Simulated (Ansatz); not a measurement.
# Molecular dynamics, with input and output: C2H7BClN

C2H7BClN, computed with RKS revPBE-d3bjatm/def2-SVP (Ansatz 0.2.0).

The geometry comes from this level: PBE0-D4/def2-TZVP. Figures and captions count atoms from 1; the log counts them from 0 in places.

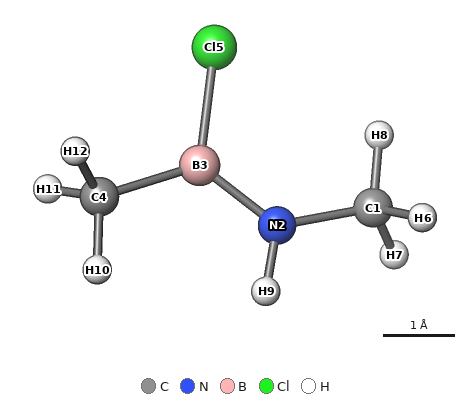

**Figure 1.** The input geometry (ball-and-stick view, seen at a tilt; atoms are numbered from 1 in the order of the input).

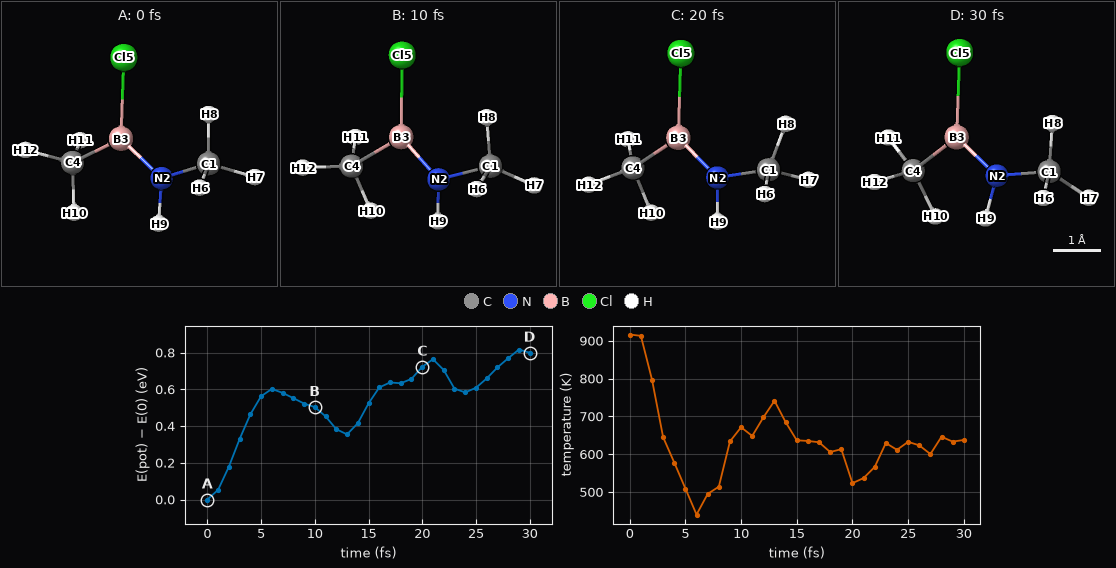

**Figure 2.** Frames of the molecular dynamics (ball-and-stick, seen at a tilt) above the curves, on which the letters mark them. The trajectory kept here has 31 frames over 30 fs. The temperature starts at 917 K, ranges from 441 to 917 K and averages 610 K over the second half. The potential energy ends 0.800 eV above its first value. After an unweighted best fit of the last frame on the first, the root-mean-square displacement is 0.37 Å.

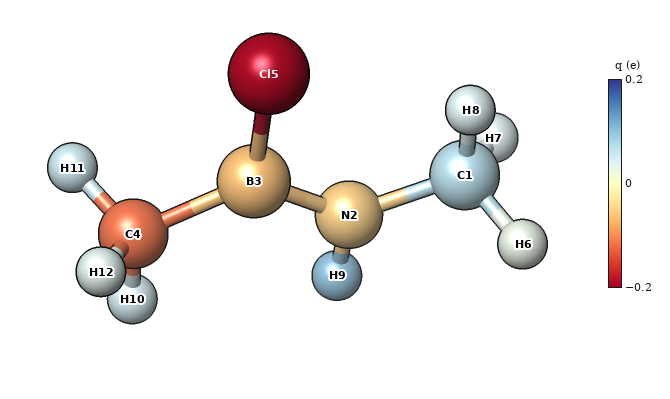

**Figure 3.** Mulliken charges, as the colour of each atom (ball-and-stick view, seen at a tilt; atoms are numbered from 1 in the order of the input). By element: C −0.12 to +0.07, N −0.06, B −0.06, Cl −0.19 and H +0.03 to +0.11 e.

The input that produced these results follows, with the program's output.

Input
```yaml
crystal:
  periodic: [false, false, false]
  atoms:
    - {symbol: C, position_ang: [-1.556678, 0.765015, -0.933379]}
    - {symbol: N, position_ang: [-0.561303, -0.131236, -0.395072]}
    - {symbol: B, position_ang: [0.550409, 0.152507, 0.388223]}
    - {symbol: C, position_ang: [1.536610, -0.954134, 0.891822]}
    - {symbol: Cl, position_ang: [0.875350, 1.850161, 0.844488]}
    - {symbol: H, position_ang: [-1.581245, 0.720166, -2.026119]}
    - {symbol: H, position_ang: [-2.554848, 0.521581, -0.557614]}
    - {symbol: H, position_ang: [-1.320343, 1.785720, -0.638577]}
    - {symbol: H, position_ang: [-0.708774, -1.100226, -0.630129]}
    - {symbol: H, position_ang: [1.260923, -1.959044, 0.561488]}
    - {symbol: H, position_ang: [1.583694, -0.956793, 1.984740]}
    - {symbol: H, position_ang: [2.553206, -0.748916, 0.543928]}
basis:
  gaussian: {orbitals: def2-SVP}
hamiltonian: {xc: {name: revPBE}, dispersion: d3bjatm}
md: {timestep: 1 fs, n_steps: 30, ensemble: nvt_langevin, temperature: 1000, initial_velocities: maxwell_boltzmann, friction: 0.01, seed: 822}
```

Run as:
```bash
ansatz run in.yaml --threads 4 --pin off --events-out ev --progress --plain --max-ram 10444MiB
```

The program's output
```
Functional definition: revPBE
  name "revPBE"
  cite "Zhang & Yang, Phys. Rev. Lett. 80, 890 (1998) doi:10.1103/PhysRevLett.80.890"
  cite "Perdew, Burke & Ernzerhof, Phys. Rev. Lett. 77, 3865 (1996) doi:10.1103/PhysRevLett.77.3865"
  parameter kappa = 1.245
  parameter beta = 0.06672455060314922
  exchange = pbe_x(kappa = kappa, mu = beta*pi^2/3)
  correlation = pbe_c(beta = beta)
1243 factors; their error is unknown
mean field evaluation 1: about -16856.4094 eV, gradient 7.3e1 eV
mean field evaluation 2: about -16832.0662 eV, gradient 1.2e2 eV
mean field evaluation 4: about -16869.0162 eV, gradient 8.0e0 eV
mean field evaluation 8: about -16869.1560 eV, gradient 1.7e-1 eV
mean field evaluation 16: about -16869.1008 eV, gradient 2.4e-4 eV
mean field -16869.10076797 eV, -619.9280189359 hartree, gradient 5.5e-5 eV, S^2 0.000000; 0 other end points of the search recorded, 0 dependent functions left out
the calculation of the forces begins
reference -16869.10081050 eV, -619.9280204987 hartree; 24, 24 occupied and 85, 85 virtual orbitals, 1243 factors
md step     0: t =     0.00 fs  T =   916.7 K  F+E_penalty+E_count = -16869.72689613 eV  E_kin = 1.421860 eV  (28 SCF iters)
these checks for a lower state are left out or cut short: starts, cluster_reference, orbital_swaps, neighbouring_geometries, increment
1243 factors; their error is unknown
mean field -16869.04809907 eV, -619.9260833893 hartree, gradient 1.7e-5 eV, S^2 0.000000; 0 other end points of the search recorded, 0 dependent functions left out
the calculation of the forces begins
reference -16869.04814138 eV, -619.9260849443 hartree; 24, 24 occupied and 85, 85 virtual orbitals, 1243 factors
md step     1: t =     1.00 fs  T =   913.1 K  F+E_penalty+E_count = -16869.67412666 eV  E_kin = 1.416301 eV  (30 SCF iters, 3 dispersion substeps)
[... from here on the SCF iterations and repeated set-up lines of each step are left out, up to the last step ...]
md step     2: t =     2.00 fs  T =   797.2 K  F+E_penalty+E_count = -16869.54833389 eV  E_kin = 1.236513 eV  (31 SCF iters, 3 dispersion substeps)
md step     3: t =     3.00 fs  T =   645.0 K  F+E_penalty+E_count = -16869.39780204 eV  E_kin = 1.000441 eV  (30 SCF iters, 3 dispersion substeps)
md step     4: t =     4.00 fs  T =   577.9 K  F+E_penalty+E_count = -16869.26320394 eV  E_kin = 0.896419 eV  (31 SCF iters, 3 dispersion substeps)
md step     5: t =     5.00 fs  T =   509.3 K  F+E_penalty+E_count = -16869.16456106 eV  E_kin = 0.789942 eV  (31 SCF iters, 3 dispersion substeps)
md step     6: t =     6.00 fs  T =   440.5 K  F+E_penalty+E_count = -16869.12456001 eV  E_kin = 0.683317 eV  (31 SCF iters, 3 dispersion substeps)
md step     7: t =     7.00 fs  T =   495.1 K  F+E_penalty+E_count = -16869.14573195 eV  E_kin = 0.768019 eV  (31 SCF iters, 3 dispersion substeps)
md step     8: t =     8.00 fs  T =   514.3 K  F+E_penalty+E_count = -16869.17458246 eV  E_kin = 0.797755 eV  (30 SCF iters, 3 dispersion substeps)
md step     9: t =     9.00 fs  T =   633.9 K  F+E_penalty+E_count = -16869.20407787 eV  E_kin = 0.983235 eV  (30 SCF iters, 3 dispersion substeps)
md step    10: t =    10.00 fs  T =   671.4 K  F+E_penalty+E_count = -16869.22341277 eV  E_kin = 1.041478 eV  (31 SCF iters, 3 dispersion substeps)
md step    11: t =    11.00 fs  T =   648.4 K  F+E_penalty+E_count = -16869.27342433 eV  E_kin = 1.005783 eV  (30 SCF iters, 3 dispersion substeps)
md step    12: t =    12.00 fs  T =   697.5 K  F+E_penalty+E_count = -16869.34368063 eV  E_kin = 1.081829 eV  (31 SCF iters, 3 dispersion substeps)
md step    13: t =    13.00 fs  T =   741.4 K  F+E_penalty+E_count = -16869.37192985 eV  E_kin = 1.150054 eV  (31 SCF iters, 3 dispersion substeps)
md step    14: t =    14.00 fs  T =   685.0 K  F+E_penalty+E_count = -16869.31155630 eV  E_kin = 1.062446 eV  (30 SCF iters, 3 dispersion substeps)
md step    15: t =    15.00 fs  T =   636.9 K  F+E_penalty+E_count = -16869.20342564 eV  E_kin = 0.987918 eV  (31 SCF iters, 3 dispersion substeps)
md step    16: t =    16.00 fs  T =   635.2 K  F+E_penalty+E_count = -16869.11635981 eV  E_kin = 0.985235 eV  (31 SCF iters, 3 dispersion substeps)
md step    17: t =    17.00 fs  T =   631.7 K  F+E_penalty+E_count = -16869.08928718 eV  E_kin = 0.979872 eV  (31 SCF iters, 3 dispersion substeps)
md step    18: t =    18.00 fs  T =   605.9 K  F+E_penalty+E_count = -16869.09349152 eV  E_kin = 0.939850 eV  (30 SCF iters, 3 dispersion substeps)
md step    19: t =    19.00 fs  T =   613.4 K  F+E_penalty+E_count = -16869.06985080 eV  E_kin = 0.951467 eV  (29 SCF iters, 3 dispersion substeps)
md step    20: t =    20.00 fs  T =   523.6 K  F+E_penalty+E_count = -16869.00371769 eV  E_kin = 0.812123 eV  (29 SCF iters, 3 dispersion substeps)
md step    21: t =    21.00 fs  T =   537.0 K  F+E_penalty+E_count = -16868.96275848 eV  E_kin = 0.832995 eV  (30 SCF iters, 3 dispersion substeps)
md step    22: t =    22.00 fs  T =   566.5 K  F+E_penalty+E_count = -16869.02146461 eV  E_kin = 0.878684 eV  (31 SCF iters, 3 dispersion substeps)
md step    23: t =    23.00 fs  T =   629.7 K  F+E_penalty+E_count = -16869.12291969 eV  E_kin = 0.976727 eV  (31 SCF iters, 3 dispersion substeps)
md step    24: t =    24.00 fs  T =   611.7 K  F+E_penalty+E_count = -16869.14342171 eV  E_kin = 0.948841 eV  (30 SCF iters, 3 dispersion substeps)
md step    25: t =    25.00 fs  T =   632.8 K  F+E_penalty+E_count = -16869.11819675 eV  E_kin = 0.981587 eV  (31 SCF iters, 3 dispersion substeps)
md step    26: t =    26.00 fs  T =   623.6 K  F+E_penalty+E_count = -16869.06727902 eV  E_kin = 0.967260 eV  (30 SCF iters, 3 dispersion substeps)
md step    27: t =    27.00 fs  T =   600.6 K  F+E_penalty+E_count = -16869.00730130 eV  E_kin = 0.931526 eV  (29 SCF iters, 3 dispersion substeps)
md step    28: t =    28.00 fs  T =   646.3 K  F+E_penalty+E_count = -16868.95733086 eV  E_kin = 1.002517 eV  (31 SCF iters, 3 dispersion substeps)
md step    29: t =    29.00 fs  T =   633.4 K  F+E_penalty+E_count = -16868.90979872 eV  E_kin = 0.982472 eV  (31 SCF iters, 3 dispersion substeps)
these checks for a lower state are left out or cut short: starts, cluster_reference, orbital_swaps, neighbouring_geometries, increment
1243 factors; their error is unknown
mean field -16868.32113123 eV, -619.8993678141 hartree, gradient 1.6e-5 eV, S^2 0.000000; 0 other end points of the search recorded, 0 dependent functions left out
the calculation of the forces begins
reference -16868.32117411 eV, -619.8993693899 hartree; 24, 24 occupied and 85, 85 virtual orbitals, 1243 factors
1243 factors; their error is unknown
mean field evaluation 256: about -16868.2128 eV, gradient 8.5e0 eV
mean field -16868.32113123 eV, -619.8993678141 hartree, gradient 1.9e-5 eV, S^2 0.000000; 1 other end points of the search recorded, 0 dependent functions left out
the calculation of the forces begins
reference -16868.32117411 eV, -619.8993693899 hartree; 24, 24 occupied and 85, 85 virtual orbitals, 1243 factors
md step    30: t =    30.00 fs  T =   637.8 K  F+E_penalty+E_count = -16868.92733374 eV  E_kin = 0.989347 eV  (30 SCF iters, 3 dispersion substeps)
Total energy: -16868.92737662 eV, -619.9216469213 hartree
Atom 0 at    -1.736606     0.778913    -0.786043 Å, force    -0.873598    -1.336802    -1.199903 eV/Å
Atom 1 at    -0.611086     0.017361    -0.344370 Å, force     0.751927     0.364466    -0.098270 eV/Å
Atom 2 at     0.579896     0.179369     0.363046 Å, force     0.296529     0.584027     1.319833 eV/Å
Atom 3 at     1.334020    -1.184554     0.862296 Å, force    -0.581102     0.789146     1.022744 eV/Å
Atom 4 at     1.136604     1.909445     0.749460 Å, force    -0.159116    -0.970055    -0.161375 eV/Å
Atom 5 at    -1.958351     0.687726    -1.918331 Å, force     0.507989     0.023644     1.032841 eV/Å
Atom 6 at    -2.657523     0.302824    -0.294198 Å, force     0.520334     1.275208    -0.178623 eV/Å
Atom 7 at    -1.454845     1.800027    -0.600561 Å, force    -0.665704     1.255837     0.500445 eV/Å
Atom 8 at    -0.688366    -0.938596    -0.547888 Å, force    -0.596346    -2.185065    -0.463346 eV/Å
Atom 9 at     0.595637    -2.086312     1.010994 Å, force     1.374480     1.395291     0.086812 eV/Å
Atom 10 at     2.183451    -1.032486     1.623605 Å, force    -1.466682    -0.292280    -0.230443 eV/Å
Atom 11 at     1.936458    -1.360311     0.001646 Å, force     0.891288    -0.903415    -1.630714 eV/Å
Dipole moment:    -0.354076    -0.403803    -0.279227 e Å
```

Trajectory as extended XYZ (Å, eV, eV/Å), 8 of the 31 frames kept, from step=0 to step=30
```
12
Properties=species:S:1:pos:R:3:forces:R:3 step=0 time_fs=0.0 energy=-16869.72690 temperature=916.7
C    -1.5567    0.7650   -0.9334    0.1264  -0.1653   0.0602
N    -0.5613   -0.1312   -0.3951   -0.2104   0.2136  -0.1111
B     0.5504    0.1525    0.3882    0.3319   0.0709   0.2307
C     1.5366   -0.9541    0.8918   -0.1344   0.0467  -0.0840
Cl    0.8753    1.8502    0.8445    0.0768   0.4438   0.1144
H    -1.5812    0.7202   -2.0261   -0.0593  -0.0001  -0.5982
H    -2.5548    0.5216   -0.5576   -0.5677  -0.1042   0.1683
H    -1.3203    1.7857   -0.6386    0.1148   0.5458   0.1508
H    -0.7088   -1.1002   -0.6301   -0.1036  -0.6386  -0.1582
H     1.2609   -1.9590    0.5615   -0.1251  -0.5193  -0.1586
H     1.5837   -0.9568    1.9847    0.0325   0.0015   0.5539
H     2.5532   -0.7489    0.5439    0.5180   0.1052  -0.1681
12
Properties=species:S:1:pos:R:3:forces:R:3 step=4 time_fs=4.0 energy=-16869.26320 temperature=577.9
C    -1.6029    0.7514   -0.8763   -0.3598   0.1991  -1.8104
N    -0.5574   -0.1233   -0.4094   -1.4546  -0.8647   0.1680
B     0.5171    0.1711    0.4035    1.9555  -0.5147   0.3110
C     1.5294   -0.9977    0.8631   -0.5304  -0.0717  -0.6406
Cl    0.9095    1.8614    0.8334   -0.0545   0.3590   0.0997
H    -1.5949    0.7049   -2.0123   -0.0675   0.1245   0.4706
H    -2.7148    0.4244   -0.6524    1.7900   0.9014   0.4691
H    -1.1772    1.7732   -0.6512   -1.3763  -0.2672   0.2236
H    -0.7685   -1.1127   -0.5521    0.2147  -0.1247  -0.1007
H     1.0169   -1.9893    0.6209    0.9362   0.5772   0.2433
H     1.6670   -0.9059    1.9386   -0.1728  -0.1851   0.9142
H     2.6051   -0.9216    0.5148   -0.8805  -0.1332  -0.3478
12
Properties=species:S:1:pos:R:3:forces:R:3 step=9 time_fs=9.0 energy=-16869.20408 temperature=633.9
C    -1.6580    0.7477   -0.8292    2.1478  -0.0845  -2.7950
N    -0.5715   -0.1180   -0.4247   -0.0458  -0.1174   1.7809
B     0.5293    0.1745    0.4208    1.0479  -0.4180  -0.8027
C     1.5128   -1.0425    0.8380   -2.0919   1.1678   2.2822
Cl    0.9542    1.8790    0.8245   -0.1612  -0.0523   0.0240
H    -1.6256    0.6939   -1.9512   -0.3602   0.1468  -0.0121
H    -2.6690    0.4581   -0.6150   -0.9877  -0.0672   1.1410
H    -1.2789    1.7572   -0.6678   -0.7204   0.7046   0.6829
H    -0.7627   -1.1135   -0.4549   -0.1532  -0.4059  -0.3768
H     0.8763   -1.9372    0.7351    0.3927  -0.5668  -0.0501
H     1.7165   -0.9060    1.9575   -0.2408  -0.2553  -0.8089
H     2.4891   -1.1455    0.4257    1.1728  -0.0517  -1.0654
12
Properties=species:S:1:pos:R:3:forces:R:3 step=13 time_fs=13.0 energy=-16869.37193 temperature=741.4
C    -1.6756    0.7415   -0.8222   -0.3241   1.3725   0.4048
N    -0.5803   -0.1086   -0.4206    0.6762   0.1605   2.0849
B     0.5588    0.1748    0.4226   -0.1786  -0.1135  -1.3864
C     1.4809   -1.0573    0.8329    0.2642  -0.0084  -0.3887
Cl    0.9949    1.8937    0.8146   -0.1836  -0.4333  -0.0521
H    -1.6975    0.6823   -1.8986   -0.6355   0.0313  -1.2225
H    -2.7040    0.4908   -0.4015    0.8559  -0.0487  -0.1732
H    -1.4838    1.8518   -0.6108    0.0445  -1.1901   0.1261
H    -0.8071   -1.1081   -0.4100   -0.0166   0.0585  -0.3558
H     0.8396   -1.9470    0.8541   -0.1427  -0.6030  -0.4062
H     1.7144   -0.9578    1.8876    0.6983   0.2504   0.8252
H     2.4402   -1.2989    0.2474   -1.0580   0.5238   0.5440
12
Properties=species:S:1:pos:R:3:forces:R:3 step=17 time_fs=17.0 energy=-16869.08929 temperature=631.7
C    -1.6807    0.7495   -0.8323   -2.3640   0.6691   0.5847
N    -0.5898   -0.0828   -0.3874    0.0407  -0.5032   0.7063
B     0.5682    0.1646    0.4170   -0.5537   0.6309  -1.1638
C     1.4487   -1.0641    0.8144   -0.9731  -2.6735   1.7860
Cl    1.0274    1.9045    0.8045   -0.2252  -0.8287  -0.1221
H    -1.8437    0.7112   -1.9687   -0.1142  -0.1825   1.1592
H    -2.6578    0.5104   -0.1942    1.1814  -0.2913  -1.5484
H    -1.6895    1.8338   -0.5451    1.1932  -0.2918  -0.2108
H    -0.8667   -1.0932   -0.4432    0.5046   0.9240  -0.0783
H     0.7723   -2.0574    0.9222    0.9260   1.7761  -0.5395
H     1.7674   -0.9966    1.9014    0.4166   0.2195  -0.8403
H     2.2770   -1.4088    0.1477   -0.0323   0.5513   0.2672
12
Properties=species:S:1:pos:R:3:forces:R:3 step=21 time_fs=21.0 energy=-16868.96276 temperature=537.0
C    -1.7056    0.7517   -0.8347    1.2839   0.1765  -0.7382
N    -0.5922   -0.0565   -0.3504    0.0318   1.4376  -0.6162
B     0.5689    0.1547    0.3990    0.1605   1.0201  -0.2807
C     1.4080   -1.1024    0.8189    0.3150   0.0224   1.1110
Cl    1.0597    1.9123    0.7859   -0.2600  -1.1020  -0.1669
H    -1.9386    0.7314   -1.9342    0.1152  -0.3941   0.5854
H    -2.4564    0.4772   -0.1752   -3.0801  -1.4808   0.7786
H    -1.7448    1.7638   -0.5059    1.2873   1.8663   0.0522
H    -0.8610   -1.0000   -0.4972    0.0388  -1.5649  -0.0838
H     0.8088   -2.0023    0.9213   -1.0102  -0.5350   0.1513
H     1.8752   -0.9970    1.8277    0.2766   0.1256  -0.4127
H     2.1250   -1.4741    0.0841    0.8412   0.4282  -0.3799
12
Properties=species:S:1:pos:R:3:forces:R:3 step=26 time_fs=26.0 energy=-16869.06728 temperature=623.6
C    -1.7269    0.7592   -0.8292   -1.0256   1.2282   3.6036
N    -0.5969   -0.0064   -0.3346   -1.1463  -2.2917  -2.0694
B     0.5660    0.1619    0.3816    1.1013   0.6546   0.8574
C     1.3671   -1.1582    0.8507    0.3741  -0.2194  -1.5992
Cl    1.1018    1.9140    0.7639   -0.2405  -1.1243  -0.1522
H    -1.9898    0.7289   -1.8922    0.2474  -0.3564  -0.4630
H    -2.5876    0.2758   -0.1505    0.7266   1.4209  -1.6411
H    -1.5765    1.8715   -0.5031   -0.3790  -1.5222  -0.5252
H    -0.8189   -1.0227   -0.5619    0.6175   1.2048   0.5257
H     0.6842   -2.0704    0.9205    0.5870   0.8380   0.5036
H     2.0763   -0.9924    1.6797   -0.3319  -0.2271   0.4173
H     2.0689   -1.4608   -0.0074   -0.5305   0.3946   0.5424
12
Properties=species:S:1:pos:R:3:forces:R:3 step=30 time_fs=30.0 energy=-16868.92733 temperature=637.8
C    -1.7366    0.7789   -0.7860   -0.8736  -1.3368  -1.1999
N    -0.6111    0.0174   -0.3444    0.7519   0.3645  -0.0983
B     0.5799    0.1794    0.3630    0.2965   0.5840   1.3198
C     1.3340   -1.1846    0.8623   -0.5811   0.7891   1.0227
Cl    1.1366    1.9094    0.7495   -0.1591  -0.9701  -0.1614
H    -1.9584    0.6877   -1.9183    0.5080   0.0236   1.0328
H    -2.6575    0.3028   -0.2942    0.5203   1.2752  -0.1786
H    -1.4548    1.8000   -0.6006   -0.6657   1.2558   0.5004
H    -0.6884   -0.9386   -0.5479   -0.5963  -2.1851  -0.4633
H     0.5956   -2.0863    1.0110    1.3745   1.3953   0.0868
H     2.1835   -1.0325    1.6236   -1.4667  -0.2923  -0.2304
H     1.9365   -1.3603    0.0016    0.8913  -0.9034  -1.6307
```

Summary

- outcome: finished
- mean temperature over the second half: 610 K
- trajectory: 30 steps, 30 fs
- ensemble: nvt_langevin
- temperature in the input: 1000 K
- time step: 1 fs
- potential energy (last step): −16868.9274 eV
- mean-field energy (last step): −16868.3212 eV
- dispersion energy (last step): −0.6062 eV
- SCF solution under orbital rotations (last step): stable
- largest force (length of the vector) (last step): 2.312 eV/Å
- dipole moment (last step): 2.91 D
- hardware: 4 threads of Arm Neoverse V2, 23 GiB of memory available, shared host
- wall time: 31 s (CPU time 1.9 min)
- peak memory: 0.57 GiB

Remarks

So short a trajectory is not equilibrated. The logged temperature at the start can lie below the typed one, since it is counted over all degrees of freedom. The temperature stays far from the 1000 K of the thermostat over the second half: the run isn't equilibrated.
